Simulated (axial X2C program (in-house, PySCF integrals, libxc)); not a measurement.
**A two-component session on IGe⁻: properties at the nuclei**

Aim: properties at the nuclei of IGe⁻, with spin–orbit coupling in the Hamiltonian from the start.

The runs use an in-house X2C program for linear molecules on PySCF integrals; two-component X2C with atomic mean-field terms, I dyall-acv3z, Ge dyall-acv3z.

All values are calculated.

**1. Set-up**

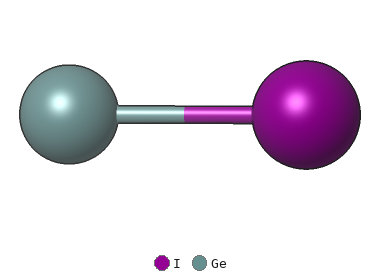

The two atoms at 2.540 Å (iodine purple, germanium teal).

File task.json:

```json
{"zs": [53, 32], "q": -1, "bas": ["dyall-acv3z", "dyall-acv3z"], "r0": 2.54, "levels": ["PBE0", "HF", "PBE50", "B3LYP", "TPSSh"], "nst": 3}
```

Keys: zs atomic numbers; q charge; bas basis sets; r0 starting distance in Å; levels methods (HF also brings MP2); nst determinants followed.

The run is started by

```console
python soeom.py task.json out
```

Nuclei are Gaussian, cores are contracted, and the Gaunt term is on.

**2. Expectation values, lowest determinant**

R = 2.747 Å. State: Ω = 1 (excess of +ω over −ω: ω = -1/2, ω = 3/2).

Output of the PBE0 run:

```text
two-component X2C + atomic mean field  PBE0
basis functions 264  fitting functions 1375  grid points 5803
iter        total energy     max residual
   1      -9210.381057608     7.07e-05
   2      -9210.381057610     1.16e-05
   3      -9210.381057613     7.18e-06
converged
one-electron -13337.14534124  Coulomb 4068.04238502  exact exchange -64.71679447  xc functional -198.22677546  nuclear repulsion 326.71443383  atomic mean-field constant -5.04896529
```

The highest occupied spinor is 78% Ge p, 8% I p, 8% I d.

```
level  Eeff magnitude (GV/cm)  Ws magnitude I (kHz)  A∥/gI I (MHz)  qzz I (a.u.)  A∥/gI Ge (MHz)  qzz Ge (a.u.)
 PBE0                   0.741                   0.3          -74.7          4.35            -416           2.06
   HF                    1.12                 0.268          -58.8          3.76            -428           2.41
PBE50                   0.794                 0.278          -67.4          4.27            -415           2.25
B3LYP                   0.422                 0.145            -62          4.19            -341           2.10
TPSSh                   0.619                  0.22          -67.7          4.28            -369           2.09
```

Eeff is the effective electric field on the electron dipole moment in this Ω state and Ws the scalar–pseudoscalar constant (defined with the proton number Z and per Ω); A∥ is the parallel hyperfine constant, which follows by multiplying with the nuclear g factor gI = μI/(I μN); qzz is the electric field gradient, eQq0 = 234.96 MHz × Q/barn × qzz. The operators were transformed with the bare-nucleus X2C matrices.

**3. Expectation values, a higher determinant**

R = 2.747 Å. State: Ω = 0 (closed shell), 0.59 eV above the lowest in the PBE0 search for states (made at or near this distance, with looser thresholds).

Output of the PBE0 run:

```text
two-component X2C + atomic mean field  PBE0
basis functions 264  fitting functions 1375  grid points 5803
iter        total energy     max residual
   1      -9210.359233112     9.65e-05
   2      -9210.359233145     1.88e-05
   3      -9210.359233166     5.52e-05
   4      -9210.359233168     8.82e-06
converged
one-electron -13336.58054060  Coulomb 4067.45450039  exact exchange -64.70279348  xc functional -198.19586800  nuclear repulsion 326.71443383  atomic mean-field constant -5.04896529
```

The highest occupied spinor is 82% Ge p, 8% I d, 5% I p.

```
level  qzz I (a.u.)  qzz Ge (a.u.)
 PBE0          4.18           2.01
   HF          3.70           2.24
PBE50          4.16           2.17
B3LYP          4.06           2.03
TPSSh          4.06           2.03
```

**4. Expectation values, a higher determinant**

R = 2.747 Å. State: Ω = 2 (excess of +ω over −ω: ω = 1/2, ω = 3/2), 0.72 eV above the lowest in the PBE0 search for states (made at or near this distance, with looser thresholds).

Output of the PBE0 run:

```text
two-component X2C + atomic mean field  PBE0
basis functions 264  fitting functions 1375  grid points 5803
iter        total energy     max residual
   1      -9210.354654252     7.35e-05
   2      -9210.354654257     1.30e-05
   3      -9210.354654262     8.56e-06
converged
one-electron -13336.46521206  Coulomb 4067.34194205  exact exchange -64.70248406  xc functional -198.19436872  nuclear repulsion 326.71443383  atomic mean-field constant -5.04896529
```

The highest occupied spinor is 80% Ge p, 8% I d, 6% I p.

```
level  Eeff magnitude (GV/cm)  Ws magnitude I (kHz)  A∥/gI I (MHz)  qzz I (a.u.)  A∥/gI Ge (MHz)  qzz Ge (a.u.)
 PBE0                   0.197                0.0267           97.8          4.26             428           1.87
   HF                   0.448                 0.086           65.3          3.76             411           2.11
PBE50                   0.276                 0.045           83.6          4.23             433           2.03
B3LYP                   0.217                0.0326            101          4.15             437           1.88
TPSSh                   0.149                0.0159            105          4.14             426           1.88
```

**5. Results**

| quantity | value |
| --- | --- |
| lowest determinant | Ω = 1 (excess of +ω over −ω: ω = -1/2, ω = 3/2) |
| Eeff magnitude (GV/cm), PBE0 | 0.741 |
| Ws magnitude I (kHz), PBE0 | 0.3 |
| A∥/gI I (MHz), PBE0 | -74.7 |
| qzz I (a.u.), PBE0 | 4.35 |
| higher determinant | Ω = 0 (closed shell) |
| qzz I (a.u.), PBE0, higher determinant | 4.18 |
| qzz Ge (a.u.), PBE0, higher determinant | 2.01 |
| higher determinant | Ω = 2 (excess of +ω over −ω: ω = 1/2, ω = 3/2) |
| Eeff magnitude (GV/cm), PBE0, higher determinant | 0.197 |
| Ws magnitude I (kHz), PBE0, higher determinant | 0.0267 |
| A∥/gI I (MHz), PBE0, higher determinant | 97.8 |
| qzz I (a.u.), PBE0, higher determinant | 4.26 |

In the first state, the effective field runs from 0.422 to 1.12 GV/cm over the mean-field levels, so the levels don't agree on it. The expectation values come from single determinants, which for open shells can mix terms of unlike spin or miss the lowest Ω, so a determinant need not be a state. Eeff is the effective electric field on the electron dipole moment in this Ω state and Ws the scalar–pseudoscalar constant (defined with the proton number Z and per Ω); A∥ is the parallel hyperfine constant, which follows by multiplying with the nuclear g factor gI = μI/(I μN); qzz is the electric field gradient, eQq0 = 234.96 MHz × Q/barn × qzz. The operators were transformed with the bare-nucleus X2C matrices.
